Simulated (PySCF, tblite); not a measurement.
# C₄HBrO₂: vibronic structure

Aim: compute the vibronic structure of C₄HBrO₂ (`O=c1cc(Br)c1=O`).

Programs: tblite 0.8.0 and PySCF 2.14.0, with routines of our own; each step states its level. All values are computed. Atoms count from 0.

## (1) The starting structure

8 atoms, charge 0, multiplicity 1; geometry from: force field or distance geometry start.

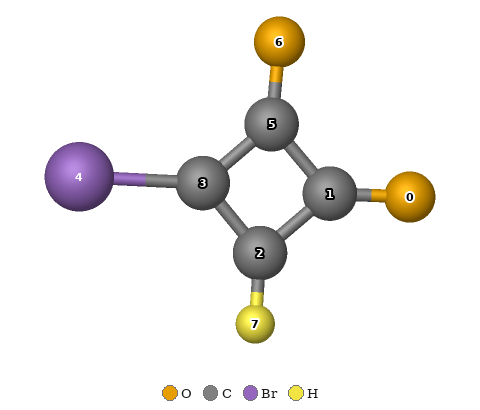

The starting geometry (oxygen amber, carbon grey, bromine purple, hydrogen yellow).

## (2) Geometry optimisation with GFN2-xTB

What the job is given:

```
{"job": {"kind": "relax", "xc": "GFN2-xTB", "basis": "xTB"}, "charge": 0, "multiplicity": 1}
O     -2.308100    -0.060000    -0.061600
C     -1.066500    -0.059200    -0.039700
C     -0.026100    -1.014200    -0.029400
C      0.905800     0.018800     0.012500
Br     2.817300     0.035500     0.076500
C     -0.123400     0.963200     0.021500
O     -0.193000     2.227200     0.056200
H      0.003100    -2.102000    -0.060500
```

On the command line:

```bash
OMP_NUM_THREADS=1 python excited_run.py task.json out
```

This one command runs all jobs of the session in turn.

What it wrote:

```text
step      E/eV     max force
  0    -575.64909   10.324
  1    -575.07098   17.197
  2    -576.47354    2.393
  3    -576.50928    1.260
  4    -576.53114    0.760
  5    -576.54361    0.746
  6    -576.57451    0.436
  7    -576.57724    0.230
  8    -576.57974    0.065
  9    -576.58003    0.051
 10    -576.58021    0.030
 11    -576.58027    0.027
 12    -576.58034    0.031
 13    -576.58042    0.029
 14    -576.58051    0.033
 15    -576.58058    0.025
 16    -576.58061    0.014
 17    -576.58063    0.010
 18    -576.58064    0.005
```

Wall time 0.08 s (1 thread of Intel Xeon Platinum 8488C, shared host).

Step by step: (the energy doesn't fall at every step)

| step | energy from step 0 (eV) | largest force (eV/Å) |
| --- | --- | --- |
| 0 | 0.0000 | 10.3244 |
| 1 | 0.5781 | 17.1971 |
| 2 | -0.8244 | 2.3930 |
| 3 | -0.8602 | 1.2599 |
| 4 | -0.8821 | 0.7604 |
| 5 | -0.8945 | 0.7455 |
| 6 | -0.9254 | 0.4357 |
| 7 | -0.9281 | 0.2300 |
| 8 | -0.9307 | 0.0655 |
| 9 | -0.9309 | 0.0512 |
| 10 | -0.9311 | 0.0305 |
| 11 | -0.9312 | 0.0275 |
| 12 | -0.9312 | 0.0306 |
| 13 | -0.9313 | 0.0292 |
| 14 | -0.9314 | 0.0326 |
| 15 | -0.9315 | 0.0248 |
| 16 | -0.9315 | 0.0140 |
| 17 | -0.9315 | 0.0102 |
| 18 | -0.9316 | 0.0051 |

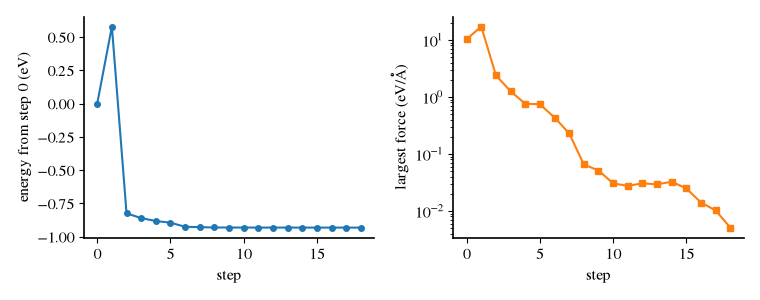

Energy and largest force along the relaxation.

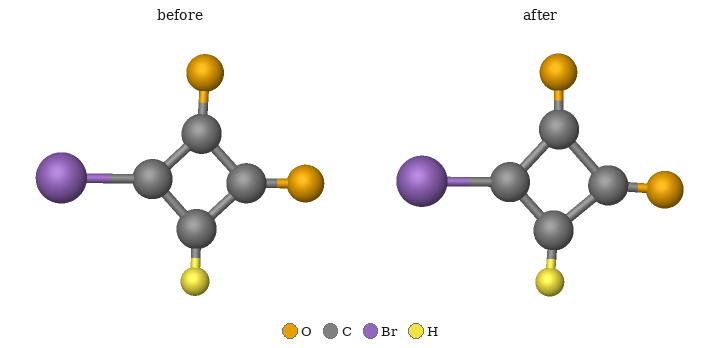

The geometry before (left) and after (right).

Close pairs (by a distance rule), those that changed most:

| bond | before (Å) | after (Å) | change (Å) |
| --- | --- | --- | --- |
| C1–C5 | 1.392 | 1.554 | +0.162 |
| C3–C5 | 1.397 | 1.505 | +0.108 |
| C5–O6 | 1.266 | 1.186 | -0.080 |
| C1–C2 | 1.412 | 1.482 | +0.070 |
| C3–Br4 | 1.913 | 1.847 | -0.065 |
| O0–C1 | 1.242 | 1.191 | -0.050 |
| C2–C3 | 1.392 | 1.360 | -0.032 |
| C2–H7 | 1.089 | 1.074 | -0.015 |

The end geometry stands in the next job.

## (3) Infrared spectrum with GFN2-xTB

What the job is given:

```
{"job": {"kind": "ir", "xc": "GFN2-xTB", "basis": "xTB"}, "charge": 0, "multiplicity": 1}
O     -2.342598    -0.156032    -0.069227
C     -1.154666    -0.072279    -0.035860
C     -0.009766    -1.013415    -0.031831
C      0.911051    -0.014042     0.020020
Br     2.757649    -0.004569     0.070475
C     -0.117561     1.084118     0.023878
O     -0.100158     2.269828     0.057857
H      0.065106    -2.084196    -0.059877
```

What it wrote:

```text
mode    cm-1     km/mol
  1      74.6      6.50
  2     160.5      4.18
  3     222.9      5.15
  4     290.3     10.17
  5     372.7      2.83
  6     440.4      1.15
  7     603.1     11.23
  8     752.5     22.18
  9     752.9      0.17
 10     819.5      5.82
 11     831.0     29.52
 12     957.4     65.76
 13    1012.9     26.51
 14    1131.5     69.86
 15    1513.2    217.62
 16    1841.9    383.17
 17    1902.0    480.71
 18    3147.1      3.12
```

Wall time 0.16 s (1 thread of Intel Xeon Platinum 8488C, shared host).

Which atoms move in the most intense modes:

| cm⁻¹ | km/mol | atoms |
| --- | --- | --- |
| 752 | 22.2 | O6 26 %, C2 21 %, C5 17 %, C1 17 % |
| 831 | 29.5 | H7 73 %, C2 22 % |
| 957 | 65.8 | H7 37 %, C1 31 %, C3 17 %, C2 13 % |
| 1013 | 26.5 | C3 48 %, C5 21 %, C2 14 %, C1 11 % |
| 1132 | 69.9 | H7 40 %, C2 36 %, C3 15 % |
| 1513 | 217.6 | C3 51 %, C2 44 % |
| 1842 | 383.2 | C1 40 %, C5 24 %, O0 22 %, O6 14 % |
| 1902 | 480.7 | C5 40 %, C1 24 %, O6 22 %, O0 12 % |

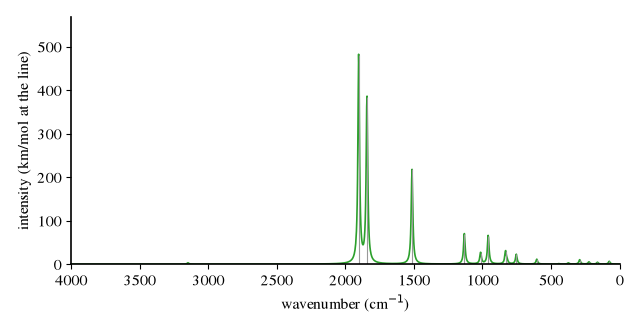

The infrared spectrum from these modes, unscaled. Lines are broadened to a width of 14 cm⁻¹ (Lorentzian).

## (4) Vibronic structure: TDDFT CAM-B3LYP/def2-SVP

The job, as its differences from that of step 3:

```diff
@@ -1,2 +1,2 @@
-{"job": {"kind": "ir", "xc": "GFN2-xTB", "basis": "xTB"}, "charge": 0, "multiplicity": 1}
+{"job": {"kind": "vib", "xc": "CAM-B3LYP", "basis": "def2-SVP", "tda": false}, "charge": 0, "multiplicity": 1}
 O     -2.342598    -0.156032    -0.069227
```

Level: TDDFT CAM-B3LYP/def2-SVP vertical-gradient vibronic structure (displaced harmonic oscillators, Condon), gas phase.

What it wrote:

```text
final grid: 40888 points
cycle   1  E = -2876.6846668816  dE =  6.372e-01  |g| = 1.218e+00  |ddm| = 3.796e+00
cycle   2  E = -2875.5764861967  dE =  1.108e+00  |g| = 2.715e+00  |ddm| = 4.364e+00
cycle   3  E = -2877.0071587420  dE = -1.431e+00  |g| = 9.571e-02  |ddm| = 3.131e+00
cycle   4  E = -2877.0088429456  dE = -1.684e-03  |g| = 5.086e-02  |ddm| = 1.687e-01
cycle   5  E = -2877.0094241215  dE = -5.812e-04  |g| = 1.508e-02  |ddm| = 6.462e-02
cycle   6  E = -2877.0094860624  dE = -6.194e-05  |g| = 5.542e-03  |ddm| = 3.060e-02
cycle   7  E = -2877.0094967697  dE = -1.071e-05  |g| = 2.081e-03  |ddm| = 1.694e-02
cycle   8  E = -2877.0094979981  dE = -1.228e-06  |g| = 8.249e-04  |ddm| = 3.972e-03
cycle   9  E = -2877.0094981527  dE = -1.546e-07  |g| = 2.730e-04  |ddm| = 1.521e-03
cycle  10  E = -2877.0094981731  dE = -2.037e-08  |g| = 7.036e-05  |ddm| = 6.991e-04
cycle  11  E = -2877.0094981744  dE = -1.290e-09  |g| = 1.473e-05  |ddm| = 1.278e-04
cycle  12  E = -2877.0094981744  dE = -7.913e-11  |g| = 7.310e-06  |ddm| = 3.751e-05
converged SCF energy = -2877.0094981744

Singlet excitations (eV, f): 3.414 (0.0000)  3.677 (0.0003)  5.695 (0.2284)  5.767 (0.0000)  5.868 (0.0001)  6.172 (0.0001)

State S1  3.4141 eV  f = 0.00002  H->L 0.95
  relaxed dipole 1.939 D, largest gradient of the excitation energy 0.0974 Eh/bohr
  mode    cm-1        S   lambda/meV  Raman
   13   1012.9    4.6644     585.8   1.000
   12    957.4    1.3004     154.4   0.249
   10    819.5    1.4991     152.3   0.210
   15   1513.2    0.5359     100.5   0.256
    8    752.5    0.2239      20.9   0.027
    5    372.7    0.3749      17.3   0.011
   16   1841.9    0.0083       1.9   0.006
   14   1131.5    0.0126       1.8   0.003
    2    160.5    0.0582       1.2   0.000
    4    290.3    0.0066       0.2   0.000
  reorganisation energy 1.0375 eV, total S 8.690, 0-0 2.3766 eV
  absorption maximum 3.342 eV, width 0.873 eV

State S3  5.6953 eV  f = 0.22836  H-1->L 0.96
  relaxed dipole 5.700 D, largest gradient of the excitation energy 0.1017 Eh/bohr
  mode    cm-1        S   lambda/meV  Raman
   15   1513.2    1.3249     248.6   1.000
   13   1012.9    1.2622     158.5   0.427
    8    752.5    0.1892      17.7   0.035
   10    819.5    0.1549      15.7   0.034
   17   1902.0    0.0599      14.1   0.071
    2    160.5    0.6415      12.8   0.005
   14   1131.5    0.0861      12.1   0.036
   12    957.4    0.0803       9.5   0.024
    4    290.3    0.1140       4.1   0.003
   16   1841.9    0.0159       3.6   0.018
    5    372.7    0.0702       3.2   0.003
  reorganisation energy 0.5026 eV, total S 4.014, 0-0 5.1927 eV
  absorption maximum 5.523 eV, width 0.680 eV

State T1  3.0534 eV  f = 0.00000  H->L 0.83, H->L+1 0.09
  relaxed dipole 2.128 D, largest gradient of the excitation energy 0.0863 Eh/bohr
  mode    cm-1        S   lambda/meV  Raman
   13   1012.9    3.6511     458.5   1.000
   10    819.5    1.0987     111.6   0.197
   15   1513.2    0.3742      70.2   0.229
   12    957.4    0.5022      59.6   0.123
    8    752.5    0.4119      38.4   0.062
    5    372.7    0.5855      27.1   0.022
   16   1841.9    0.0851      19.4   0.077
   14   1131.5    0.0522       7.3   0.018
   17   1902.0    0.0163       3.9   0.016
    2    160.5    0.1377       2.7   0.001
  reorganisation energy 0.8004 eV, total S 6.922, 0-0 2.2530 eV
  absorption maximum 2.979 eV, width 0.734 eV
```

Run time: 24 s. Hardware: 1 thread of Intel Xeon Platinum 8488C, shared host; peak memory 0.72 GiB.

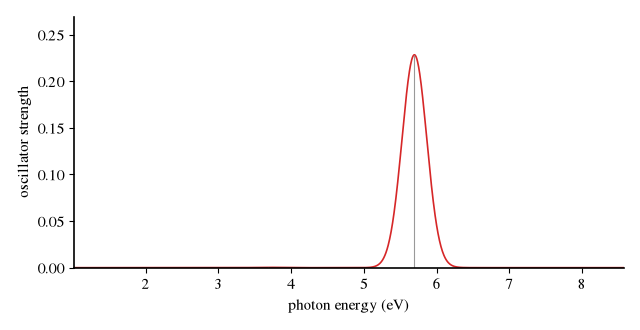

Absorption lines of the singlets. Lines are broadened to a width of 0.40 eV (Gaussian).

## (5) Vibronic structure: TDDFT CAM-B3LYP/def2-SVP

The job, as its differences from that of step 4:

```diff
@@ -1,2 +1,2 @@
-{"job": {"kind": "vib", "xc": "CAM-B3LYP", "basis": "def2-SVP", "tda": false}, "charge": 0, "multiplicity": 1}
+{"job": {"kind": "vib", "xc": "CAM-B3LYP", "basis": "def2-SVP", "tda": false, "fwhm_ev": 0.08, "nstates": 2}, "charge": 0, "multiplicity": 1}
 O     -2.342598    -0.156032    -0.069227
```

Method: TDDFT CAM-B3LYP/def2-SVP vertical-gradient vibronic structure (displaced harmonic oscillators, Condon), gas phase.

What it wrote:

```text
final grid: 40888 points
cycle   1  E = -2876.6846668816  dE =  6.372e-01  |g| = 1.218e+00  |ddm| = 3.796e+00
cycle   2  E = -2875.5764861967  dE =  1.108e+00  |g| = 2.715e+00  |ddm| = 4.364e+00
cycle   3  E = -2877.0071587420  dE = -1.431e+00  |g| = 9.571e-02  |ddm| = 3.131e+00
cycle   4  E = -2877.0088429456  dE = -1.684e-03  |g| = 5.086e-02  |ddm| = 1.687e-01
cycle   5  E = -2877.0094241215  dE = -5.812e-04  |g| = 1.508e-02  |ddm| = 6.462e-02
cycle   6  E = -2877.0094860624  dE = -6.194e-05  |g| = 5.542e-03  |ddm| = 3.060e-02
cycle   7  E = -2877.0094967697  dE = -1.071e-05  |g| = 2.081e-03  |ddm| = 1.694e-02
cycle   8  E = -2877.0094979981  dE = -1.228e-06  |g| = 8.249e-04  |ddm| = 3.972e-03
cycle   9  E = -2877.0094981527  dE = -1.546e-07  |g| = 2.730e-04  |ddm| = 1.521e-03
cycle  10  E = -2877.0094981731  dE = -2.037e-08  |g| = 7.036e-05  |ddm| = 6.991e-04
cycle  11  E = -2877.0094981744  dE = -1.290e-09  |g| = 1.473e-05  |ddm| = 1.278e-04
cycle  12  E = -2877.0094981744  dE = -7.913e-11  |g| = 7.310e-06  |ddm| = 3.751e-05
converged SCF energy = -2877.0094981744

Singlet excitations (eV, f): 3.414 (0.0000)  3.677 (0.0003)

State S1  3.4141 eV  f = 0.00002  H->L 0.95
  relaxed dipole 1.940 D, largest gradient of the excitation energy 0.0974 Eh/bohr
  mode    cm-1        S   lambda/meV  Raman
   13   1012.9    4.6643     585.7   1.000
   12    957.4    1.3004     154.4   0.249
   10    819.5    1.4991     152.3   0.210
   15   1513.2    0.5359     100.5   0.256
    8    752.5    0.2239      20.9   0.027
    5    372.7    0.3749      17.3   0.011
   16   1841.9    0.0083       1.9   0.006
   14   1131.5    0.0126       1.8   0.003
    2    160.5    0.0582       1.2   0.000
    4    290.3    0.0066       0.2   0.000
  reorganisation energy 1.0375 eV, total S 8.689, 0-0 2.3766 eV
  absorption maximum 3.346 eV, width 0.875 eV

State T1  3.0534 eV  f = 0.00000  H->L 0.83, H->L+1 0.09
  relaxed dipole 2.128 D, largest gradient of the excitation energy 0.0863 Eh/bohr
  mode    cm-1        S   lambda/meV  Raman
   13   1012.9    3.6511     458.5   1.000
   10    819.5    1.0988     111.6   0.197
   15   1513.2    0.3742      70.2   0.229
   12    957.4    0.5022      59.6   0.123
    8    752.5    0.4119      38.4   0.062
    5    372.7    0.5855      27.1   0.022
   16   1841.9    0.0851      19.4   0.077
   14   1131.5    0.0522       7.3   0.018
   17   1902.0    0.0163       3.9   0.016
    2    160.5    0.1378       2.7   0.001
  reorganisation energy 0.8004 eV, total S 6.922, 0-0 2.2530 eV
  absorption maximum 2.989 eV, width 0.756 eV
```

Wall time 18 s (1 thread of Intel Xeon Platinum 8488C, shared host); peak memory 0.74 GiB.

## (6) What came out

| quantity | value |
| --- | --- |
| strongest single infrared mode (GFN2-xTB) | 1902 cm⁻¹, 481 km/mol |
| zero-point energy (GFN2-xTB) | 24.1 kcal/mol |
| S1: vertical, reorganisation, 0-0, total S (step 4, TDDFT CAM-B3LYP/def2-SVP, modes from GFN2-xTB) | 3.41, 1.04, 2.38 eV; 8.7 |
| S3: vertical, reorganisation, 0-0, total S (step 4, TDDFT CAM-B3LYP/def2-SVP, modes from GFN2-xTB) | 5.70, 0.50, 5.19 eV; 4.0 |
| T1: vertical, reorganisation, 0-0, total S (step 4, TDA CAM-B3LYP/def2-SVP, modes from GFN2-xTB) | 3.05, 0.80, 2.25 eV; 6.9 |
| S1: vertical, reorganisation, 0-0, total S (step 5, TDDFT CAM-B3LYP/def2-SVP, modes from GFN2-xTB) | 3.41, 1.04, 2.38 eV; 8.7 |
| T1: vertical, reorganisation, 0-0, total S (step 5, TDA CAM-B3LYP/def2-SVP, modes from GFN2-xTB) | 3.05, 0.80, 2.25 eV; 6.9 |

What this shows: No mode is imaginary among the 18: a minimum at this level. The strongest single mode, at 1902 cm⁻¹, moves mainly C5, C1 and O6. Unscaled tight-binding wavenumbers are off by several per cent, some by more. Its intensities can rank the bands wrongly. Steps that list no spin-orbit terms leave them out, which matters at and beside the heavy atoms. The vibronic model keeps the ground-state modes (from xTB) and shifts them along the gradient alone, so it can miss much of the relaxation that a full optimisation finds.
